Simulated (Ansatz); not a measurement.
# H2O2 (hydrogen peroxide) at PBE0/def2-TZVPP

Aim: the vertical ionisation energy of H2O2 (hydrogen peroxide) at PBE0/def2-TZVPP, from 2 runs. 

The results are computed with Ansatz 0.2.0.

38 further runs of the same task are left out: 38 set aside as unsound or not needed.

### Step 1. The system as given

H2O2 has 4 atoms, charge 0, and is taken as a singlet. SMILES: `OO`. The coordinates come from a PBE0-D4/def2-TZVP relaxation.

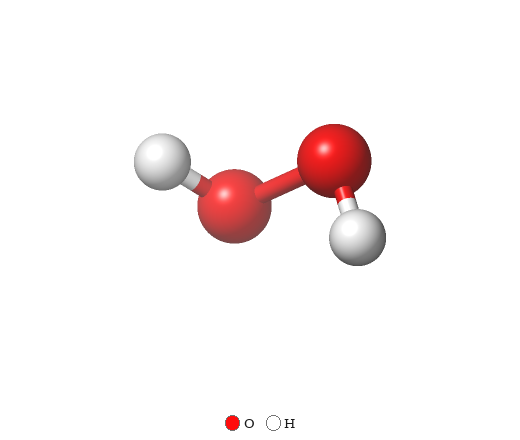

The structure, seen from a chosen angle (oxygen red, hydrogen white).

### Step 2. A single-point energy at PBE0/def2-TZVPP

in.yaml reads:

```yaml
crystal:
  periodic: [false, false, false]
  atoms:
    - {symbol: O, position_ang: [-0.486800, -0.581100, 0.030600]}
    - {symbol: O, position_ang: [0.048300, 0.728400, 0.206900]}
    - {symbol: H, position_ang: [0.186400, -1.117000, 0.467400]}
    - {symbol: H, position_ang: [0.252100, 0.969800, -0.704900]}
basis:
  gaussian: {orbitals: def2-TZVPP}
accuracy: high
output: {orbitals: {seedname: orbitals}}
hamiltonian: {xc: pbe0}
```

Command:

```sh
$ ansatz run in.yaml --threads 1 --pin off --max-ram 3480MiB --events-out events.jsonl --progress --plain --runs-dir runs
```

Output:

```text
Warning: RAYON_NUM_THREADS=1 ignored (pool sized by the plan → 1); use --threads N
Functional definition: PBE0
  name "PBE0"
  parameter a = 0.25
  parameter kappa = 0.804
  parameter beta = 0.06672455060314922
  exchange = (1 - a)*pbe_x(kappa = kappa, mu = beta*pi^2/3) + a*exact_x
  correlation = pbe_c(beta = beta)
1537 factors; integrals over basis functions are off by at most 3.6e-9 eV
mean field evaluation 1: about -4119.1661 eV, gradient 3.7e1 eV
mean field evaluation 2: about -4118.3215 eV, gradient 4.4e1 eV
mean field evaluation 4: about -4121.3840 eV, gradient 3.1e-1 eV
mean field evaluation 8: about -4121.3825 eV, gradient 4.0e-3 eV
mean field evaluation 16: about -4121.3825 eV, gradient 1.9e-7 eV
mean field -4121.38247817 eV, -151.4580124992 hartree, gradient 2.5e-8 eV, S^2 0.000000; 0 other end points of the search recorded, 0 dependent functions left out
reference -4121.38247986 eV, -151.4580125616 hartree; 9, 9 occupied and 81, 81 virtual orbitals, 1537 factors
Total energy: -4121.38247986 eV, -151.4580125616 hartree
```

Wall time 2.6 s (1 thread of Arm Neoverse V2, shared host); peak memory 0.19 GiB.

### Step 3. The doublet cation

run.yaml reads:

```yaml
crystal:
  periodic: [false, false, false]
  atoms:
    - {symbol: O, position_ang: [-0.486800, -0.581100, 0.030600]}
    - {symbol: O, position_ang: [0.048300, 0.728400, 0.206900]}
    - {symbol: H, position_ang: [0.186400, -1.117000, 0.467400]}
    - {symbol: H, position_ang: [0.252100, 0.969800, -0.704900]}
basis:
  gaussian:
    orbitals: def2-TZVPP
total_charge: 1
magnetization:
  spin_polarized: true
  initial_magnetization: 1
hamiltonian:
  xc: {name: PBE0}
accuracy: high
output: {orbitals: {seedname: orbitals}}
```

Command:

```sh
$ ansatz run run.yaml --threads 1 --pin off --max-ram 3480MiB --events-out events.jsonl --progress --plain --runs-dir runs
```

Output:

```text
Warning: RAYON_NUM_THREADS=1 ignored (pool sized by the plan → 1); use --threads N
Functional definition: PBE0
  name "PBE0"
  parameter a = 0.25
  parameter kappa = 0.804
  parameter beta = 0.06672455060314922
  exchange = (1 - a)*pbe_x(kappa = kappa, mu = beta*pi^2/3) + a*exact_x
  correlation = pbe_c(beta = beta)
1537 factors; integrals over basis functions are off by at most 3.6e-9 eV
mean field evaluation 1: about -4105.5214 eV, gradient 3.8e1 eV
mean field evaluation 2: about -4105.8763 eV, gradient 3.6e1 eV
mean field evaluation 4: about -4109.9377 eV, gradient 3.9e-1 eV
mean field evaluation 8: about -4109.9520 eV, gradient 2.5e-1 eV
mean field evaluation 16: about -4109.9522 eV, gradient 3.0e-4 eV
mean field evaluation 32: about -4109.1597 eV, gradient 9.2e0 eV
mean field -4109.95217122 eV, -151.0379564667 hartree, gradient 7.0e-8 eV, S^2 0.754495; 2 other end points of the search recorded, 0 dependent functions left out
reference -4109.95217259 eV, -151.0379565171 hartree; 9, 8 occupied and 81, 82 virtual orbitals, 1537 factors
Total energy: -4109.95217259 eV, -151.0379565171 hartree
```

It took 5.4 s on 1 thread of Arm Neoverse V2, shared host; peak memory 0.23 GiB.

### Step 4. Outcome

Level: PBE0/def2-TZVPP.

| quantity | value |
| --- | --- |
| singlet H2O2: total energy | -151.45801 Eh |
| singlet H2O2: HOMO energy | -8.13 eV |
| singlet H2O2: LUMO energy | 0.72 eV |
| singlet H2O2: HOMO–LUMO gap | 8.85 eV |
| doublet cation: total energy | -151.03796 Eh |
| doublet cation: HOMO energy (highest over α and β) | -18.97 eV |
| doublet cation: LUMO energy (lowest over α and β) | -14.78 eV |
| doublet cation: ⟨S²⟩ | 0.754 |
| vertical ionisation energy (to the doublet cation) | 11.430 eV |

What this shows: Removing an electron at fixed nuclei costs 11.43 eV (264 kcal/mol). −ε(HOMO) before ionisation, 8.13 eV, is 3.30 eV below this ionisation energy.
